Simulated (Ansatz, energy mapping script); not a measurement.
# GdN in the rock-salt structure: exchange couplings from total energies, part 3 of 3

How strongly do the moments of GdN in the rock-salt structure couple under PBE+U (6 eV)? The plan is to run several orders and fit a Heisenberg model.

PBE with U = 6 eV on Gd f, ortho-atomic projectors; plane waves, U on orthogonalised atomic orbitals unless named otherwise, collinear spin, no spin–orbit coupling.

So far. Step 9 (Uncompensated ++− start in cell C (6 atoms)): The run ends ferrimagnetic, 9.70 meV a magnetic atom above the parallel order of its cell. Step 10 (Order 7: parallel, cell D of 6 atoms): The run ends ferromagnetic. For each magnetic atom its energy differs from the parallel run of the first cell by -0.20 meV, an error that one common reference would have brought in.

**11. Order 8: uncompensated ++−, cell D of 6 atoms**

This order reverses 5.33 of the 12 neighbours at 3.54 Å, 1.33 of the 6 neighbours at 5.00 Å and 16 of the 24 neighbours at 6.13 Å, counted for an average magnetic atom.

Contents of input.yaml:

```yaml
crystal:
  lattice:
    - [0.0, 2.502081428, 2.502081428]
    - [0.0, 2.502081428, -2.502081428]
    - [-7.506244284, -2.502081428, 0.0]
  atoms:
    - { symbol: Gd, position: [0.0, 0.0, 0.0], spin: 7.0 }
    - { symbol: Gd, position: [0.333333333, 0.333333333, 0.666666667], spin: 7.0 }
    - { symbol: Gd, position: [0.666666667, 0.666666667, 0.333333333], spin: -7.0 }
    - { symbol: "N", position: [0.833333333, 0.833333333, 0.666666667] }
    - { symbol: "N", position: [0.166666667, 0.166666667, 0.333333333] }
    - { symbol: "N", position: [0.5, 0.5, 0.0] }
magnetization:
  spin_polarized: true
kpoints:
  mp_grid: { grid: [11, 11, 11] }
hamiltonian:
  xc: pbe
  hubbard:
    sites:
      - { species: Gd, l: f, u_eff: 6.0 }
      - { site: 0, l: f, u_eff: 6.0, starting_ns: [{ spin: up, occupation_matrix: gd1_major }, { spin: down, occupation_matrix: gd1_minor }] }
      - { site: 1, l: f, u_eff: 6.0, starting_ns: [{ spin: up, occupation_matrix: gd1_major }, { spin: down, occupation_matrix: gd1_minor }] }
      - { site: 2, l: f, u_eff: 6.0, starting_ns: [{ spin: up, occupation_matrix: gd1_minor }, { spin: down, occupation_matrix: gd1_major }] }
    projectors: ortho-atomic
    occupation_matrices:
      gd1_major:
        matrix:
          - [0.998, 0.0, 0.0, 0.0, 0.0, 0.0, 0.0]
          - [0.0, 0.999, 0.0, 0.0, 0.0, 0.0, 0.0]
          - [0.0, 0.0, 0.999, 0.0, 0.0, 0.0, 0.0]
          - [0.0, 0.0, 0.0, 0.999, 0.0, 0.0, 0.0]
          - [0.0, 0.0, 0.0, 0.0, 0.999, 0.0, 0.0]
          - [0.0, 0.0, 0.0, 0.0, 0.0, 0.998, 0.0]
          - [0.0, 0.0, 0.0, 0.0, 0.0, 0.0, 0.998]
      gd1_minor:
        matrix:
          - [0.011, 0.0, 0.0, 0.0, 0.0, 0.0, 0.0]
          - [0.0, 0.007, 0.0, 0.0, 0.0, -0.004, 0.0]
          - [0.0, 0.0, 0.007, 0.0, 0.0, 0.0, 0.004]
          - [0.0, 0.0, 0.0, 0.004, 0.0, 0.0, 0.0]
          - [0.0, 0.0, 0.0, 0.0, 0.001, 0.0, 0.0]
          - [0.0, -0.004, 0.0, 0.0, 0.0, 0.009, 0.0]
          - [0.0, 0.0, 0.004, 0.0, 0.0, 0.0, 0.009]
scf:
  occupations: { method: fermi_dirac, width: 0.05 }
output:
  eigenvalues: true
```

Run with:

```console
$ ansatz run input.yaml --threads 4 --pin off --max-ram 8192MiB --backend cpu --events-out ev --progress --plain --runs-dir out
```

Numbers of over 12 decimals in the logs are rounded to 6 here.

Output:

```text
[...]
Crystal: 6 atoms, lattice volume = 93.984 Å³
Basis set: ecut = 420 eV, 1857 PW (Γ)
Bands: 54, of which v1, the nominal top of the filled ones, is band 35 counted from 1 (34 counted from 0)
Symmetry: 8 space group operations
k-points: 216 of 1331
[...]
Starting moments: Σ|m| = 21 μB on 3 of 6 sites
[...]
k-point 1 ↑: bands = [... 31 lower, 13.7057, 13.7057, 13.9631, 13.9631, 14.1736, 14.3379, 14.3379, 14.3391, ... 15 higher]
  k-point 2 ↑: bands = [... 31 lower, 13.7029, 13.7029, 13.8141, 13.9824, 13.9824, 14.2374, 14.2800, 14.2800, ... 15 higher]
  k-point 215 ↓: bands = [... 31 lower, 14.6682, 16.0579, 16.7953, 18.5846, 18.9471, 18.9566, 18.9944, 18.9946, ... 15 higher]
Occupation matrices written to <dir>
[key lines of the parts left out:]
SCF converged after 13 iterations
Magnetization: 6.9987 μB (37.9994 up, 31.0006 down)
Free energy (F): -29157.223327 eV
Fermi energy:    14.260621 eV
```

Elapsed: 47 s, on 4 threads of Arm Neoverse V2, shared host; peak memory 1.9 GiB.

The run ends ferrimagnetic, 7.90 meV a magnetic atom above the parallel order of its cell.

**12. Run 9 (parallel; cell E, 6 atoms)**

The parallel order again, as the reference for this cell.

This run holds the same structure in another cell (c 7.912 → 8.667 Å, α 102.9 → 90.0°, β 102.9 → 90.0°, γ 90.0 → 120.0°).

input.yaml, as its differences from that of step 11:

```diff
@@ -3,11 +3,11 @@
     - [0.0, 2.502081428, 2.502081428]
-    - [0.0, 2.502081428, -2.502081428]
-    - [-7.506244284, -2.502081428, 0.0]
+    - [-2.502081428, 0.0, -2.502081428]
+    - [-5.004162856, -5.004162856, 5.004162856]
   atoms:
     - { symbol: Gd, position: [0.0, 0.0, 0.0], spin: 7.0 }
-    - { symbol: Gd, position: [0.333333333, 0.333333333, 0.666666667], spin: 7.0 }
-    - { symbol: Gd, position: [0.666666667, 0.666666667, 0.333333333], spin: -7.0 }
-    - { symbol: "N", position: [0.833333333, 0.833333333, 0.666666667] }
-    - { symbol: "N", position: [0.166666667, 0.166666667, 0.333333333] }
-    - { symbol: "N", position: [0.5, 0.5, 0.0] }
+    - { symbol: Gd, position: [0.333333333, 0.666666667, 0.666666667], spin: 7.0 }
+    - { symbol: Gd, position: [0.666666667, 0.333333333, 0.333333333], spin: 7.0 }
+    - { symbol: "N", position: [0.666666667, 0.333333333, 0.833333333] }
+    - { symbol: "N", position: [0.0, 0.0, 0.5] }
+    - { symbol: "N", position: [0.333333333, 0.666666667, 0.166666667] }
 magnetization:
@@ -15,3 +15,3 @@
 kpoints:
-  mp_grid: { grid: [11, 11, 11] }
+  mp_grid: { grid: [12, 12, 4] }
 hamiltonian:
@@ -23,3 +23,3 @@
       - { site: 1, l: f, u_eff: 6.0, starting_ns: [{ spin: up, occupation_matrix: gd1_major }, { spin: down, occupation_matrix: gd1_minor }] }
-      - { site: 2, l: f, u_eff: 6.0, starting_ns: [{ spin: up, occupation_matrix: gd1_minor }, { spin: down, occupation_matrix: gd1_major }] }
+      - { site: 2, l: f, u_eff: 6.0, starting_ns: [{ spin: up, occupation_matrix: gd1_major }, { spin: down, occupation_matrix: gd1_minor }] }
     projectors: ortho-atomic
```

Output:

```text
[...]
Crystal: 6 atoms, lattice volume = 93.984 Å³
Basis set: ecut = 420 eV, 1835 PW (Γ)
Bands: 54, of which v1, the nominal top of the filled ones, is band 35 counted from 1 (34 counted from 0)
Symmetry: 12 space group operations
k-points: 164 of 576
[...]
Starting moments: Σ|m| = 21 μB on 3 of 6 sites
[...]
k-point 1 ↑: bands = [... 31 lower, 7.8462, 7.8562, 7.8585, 7.8608, 7.8907, 10.2845, 11.8739, 11.9588, ... 15 higher]
  k-point 2 ↑: bands = [... 31 lower, 7.8316, 7.8572, 7.8572, 7.8611, 7.9587, 10.0271, 11.8324, 11.8324, ... 15 higher]
  k-point 163 ↓: bands = [... 31 lower, 18.9231, 18.9231, 18.9961, 18.9961, 19.0166, 19.0166, 19.0767, 19.0767, ... 15 higher]
Occupation matrices written to <dir>
[key lines of the parts left out:]
SCF converged after 12 iterations
Magnetization: 20.9999 μB (44.9999 up, 24.0001 down)
Free energy (F): -29157.246468 eV
Fermi energy:    14.333254 eV
```

It took 30 s on 4 threads; peak memory 1.5 GiB; 1.9 min of CPU time.

The run ends ferromagnetic. For each magnetic atom its energy differs from the parallel run of the first cell by 0.09 meV, an error that one common reference would have brought in.

**13. Uncompensated ++− start in cell E (6 atoms)**

This order reverses 4 of the 12 neighbours at 3.54 Å, 4 of the 6 neighbours at 5.00 Å and 12 of the 24 neighbours at 6.13 Å, counted for an average magnetic atom.

input.yaml, as its differences from that of step 12:

```diff
@@ -8,3 +8,3 @@
     - { symbol: Gd, position: [0.333333333, 0.666666667, 0.666666667], spin: 7.0 }
-    - { symbol: Gd, position: [0.666666667, 0.333333333, 0.333333333], spin: 7.0 }
+    - { symbol: Gd, position: [0.666666667, 0.333333333, 0.333333333], spin: -7.0 }
     - { symbol: "N", position: [0.666666667, 0.333333333, 0.833333333] }
@@ -23,3 +23,3 @@
       - { site: 1, l: f, u_eff: 6.0, starting_ns: [{ spin: up, occupation_matrix: gd1_major }, { spin: down, occupation_matrix: gd1_minor }] }
-      - { site: 2, l: f, u_eff: 6.0, starting_ns: [{ spin: up, occupation_matrix: gd1_major }, { spin: down, occupation_matrix: gd1_minor }] }
+      - { site: 2, l: f, u_eff: 6.0, starting_ns: [{ spin: up, occupation_matrix: gd1_minor }, { spin: down, occupation_matrix: gd1_major }] }
     projectors: ortho-atomic
```

Output:

```text
[...]
Crystal: 6 atoms, lattice volume = 93.984 Å³
Basis set: ecut = 420 eV, 1835 PW (Γ)
Bands: 54, of which v1, the nominal top of the filled ones, is band 35 counted from 1 (34 counted from 0)
Symmetry: 4 space group operations
k-points: 164 of 576
[...]
Starting moments: Σ|m| = 21 μB on 3 of 6 sites
[...]
k-point 1 ↑: bands = [... 31 lower, 11.9749, 11.9749, 12.8270, 12.8270, 13.8458, 14.0670, 14.0670, 16.9673, ... 15 higher]
  k-point 2 ↑: bands = [... 31 lower, 11.8624, 12.6795, 13.0517, 13.3047, 13.3047, 13.6267, 13.6267, 16.9378, ... 15 higher]
  k-point 163 ↓: bands = [... 31 lower, 15.3658, 15.8738, 18.7656, 18.8784, 18.8987, 18.9205, 18.9809, 18.9962, ... 15 higher]
Occupation matrices written to <dir>
[key lines of the parts left out:]
SCF converged after 13 iterations
Magnetization: 6.9980 μB (37.9990 up, 31.0010 down)
Free energy (F): -29157.225347 eV
Fermi energy:    14.249728 eV
```

Run time: 35 s. Hardware: 4 threads; peak memory 1.6 GiB.

The run ends ferrimagnetic, 6.89 meV a magnetic atom above the parallel order of its cell.

**14. Mapping onto a Heisenberg model**

Each energy difference is a sum of couplings weighted by the pairs that the order reverses. A few near shells are fitted to the differences by least squares. Energies are those extrapolated to zero occupation width, not the free energies F.

The orders side by side; each is measured from the parallel order in the same cell and on the same mesh:

| order | atoms | energy (meV a magnetic atom) | moments (μB) | moments kept as typed | opposed neighbours at 3.54, 5.00, 6.13 Å |
| --- | --- | --- | --- | --- | --- |
| parallel in cell A | 4 | 0.00 | 6.94 | yes | 0, 0, 0 |
| compensated +− in cell A | 4 | 9.60 | 6.93 | yes | 6, 6, 12 |
| parallel in cell B | 4 | 0.00 | 6.94 | yes | 0, 0, 0 |
| compensated +− in cell B | 4 | 11.65 | 6.92 | yes | 8, 0, 16 |
| parallel in cell C | 6 | 0.00 | 6.94 | yes | 0, 0, 0 |
| uncompensated ++− in cell C | 6 | 9.70 | 6.92 to 6.93 | yes | 6.67, 2.67, 8 |
| parallel in cell D | 6 | 0.00 | 6.94 | yes | 0, 0, 0 |
| uncompensated ++− in cell D | 6 | 7.90 | 6.92 to 6.93 | yes | 5.33, 1.33, 16 |
| parallel in cell E | 6 | 0.00 | 6.94 | yes | 0, 0, 0 |
| uncompensated ++− in cell E | 6 | 6.89 | 6.93 to 6.93 | yes | 4, 4, 12 |

Fitted to E = −Σ J e·e over ordered pairs of unit vectors (J > 0 favours parallel moments):

| pair | distance (Å) | neighbours | J (meV) |
| --- | --- | --- | --- |
| Gd–Gd | 3.54 | 12 | 0.670 |
| Gd–Gd | 5.00 | 6 | 0.0897 |
| Gd–Gd | 6.13 | 24 | 0.0256 |
| Gd–Gd | 7.08 | 12 | -0.00952 |

These orders cannot tell some unfitted shells from fitted ones: the value at 3.54 Å holds J(3.54) + 4 J(9.36); other unfitted shells add to the values wholly or in part.

Adding the shell at 7.91 Å gives 0.64, 0.072, 0.021, -0.0037 and 0.022 meV and a mean-field temperature of 70.6 K, an exact solve that tests nothing.

In mean field these couplings order at 70.3 K, at q = 0 (the pattern repeats with the chemical cell).

**15. Ordering temperature by Monte Carlo**

Mean field ignores fluctuations and overstates the ordering temperature, so the model is also sampled. The heat capacity peaks where order sets in.

Classical unit spins with these couplings on 8×8×8 copies of a cell that holds the lowest order (512 spins), heat-bath sweeps, cooled from random directions, 831 sweeps to settle and 2493 measured at each temperature, averaged over 4 runs.

| T (K) | order along the lowest pattern | net moment | heat capacity (k_B a spin) |
| --- | --- | --- | --- |
| 8.43 | 0.95 | 0.95 | 1.05 |
| 14.4 | 0.91 | 0.91 | 1.12 |
| 23.4 | 0.85 | 0.85 | 1.13 |
| 29.4 | 0.80 | 0.80 | 1.33 |
| 35.4 | 0.75 | 0.75 | 1.42 |
| 44.4 | 0.65 | 0.65 | 1.65 |
| 50.4 | 0.55 | 0.55 | 1.92 |
| 56.3 | 0.39 | 0.39 | 2.28 |
| 62.3 | 0.21 | 0.21 | 1.03 |
| 71.3 | 0.12 | 0.12 | 0.35 |
| 77.3 | 0.10 | 0.10 | 0.27 |

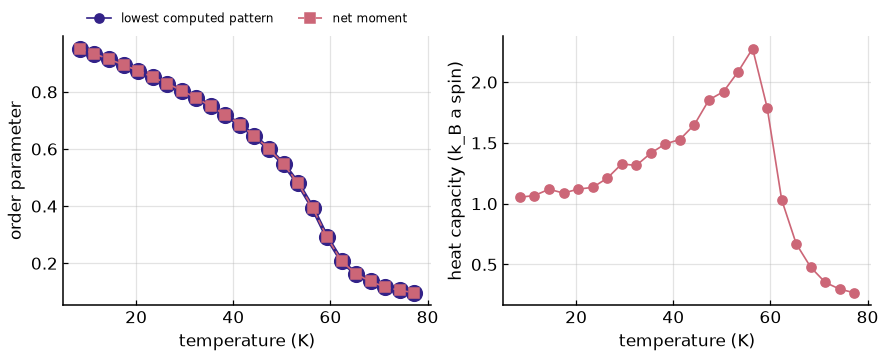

Order parameter and heat capacity against temperature.

The smoothed heat capacity peaks at 55 K.

**16. What came out**

```json
{
  "lowest order tried": "parallel",
  "largest fitted value (a combination of shells), Gd–Gd at 3.54 Å": "0.670 meV",
  "ordering temperature, mean field": "70.3 K",
  "heat-capacity peak, Monte Carlo": "55 K"
}
```

In words: Of the orders tried, GdN in the rock-salt structure prefers parallel moments under PBE+U (6 eV), and the heat capacity of the fitted model peaks near 55 K (Monte Carlo, classical spins). The largest fitted value is 0.67 meV, at 3.54 Å. It is a combination of shells that these orders cannot split, so neither its size nor its sign can be laid on that pair alone. The orders also reverse pairs at 7.91 Å, which are not fitted, so the fitted values hold their part too. With 5 differences for 4 couplings the fit misses by 0.27 meV at most, a small part of the spread. In the fitted orders moments change by up to 0.25 % against the parallel run of the same cell, so their size stays put. Every order is gapless on its mesh at this level. In a metal exchange reaches farther, and a short model of fixed moments is less apt; where the compound is in fact an insulator, these couplings come from a wrongly metallic state. Monte Carlo puts the peak at 0.78 of the mean-field temperature, since mean field leaves out fluctuations. In tests on simple cubic and body-centred models such peaks lay 5 to 6 % under the bulk value. The parallel order holds 7 μB a magnetic atom, spin 3.5; the common factor (S+1)/S would raise the classical 55 K to 70.7 K, a correction that often overshoots. The cell was built from a prototype and relaxed; a distortion that needs a larger cell, or another structure that the compound may prefer, is not captured.

[Logs and program files are shortened in this print: banners, set-up blocks, solver, clock and traceback lines can be left out without a mark of their own.]

[Logs are printed without paths, hosts, clocks, repeated set-up lines and the standing remarks that a program may print on its own settings, such as how far it seeks lower states.]

[Hosts, paths, dates, database ids (printed as entryN), source tags and the programs' standing remarks are cut or masked in the printed files.]

[Where a cell is said to come from a database of computed structures, the database is the Materials Project.]
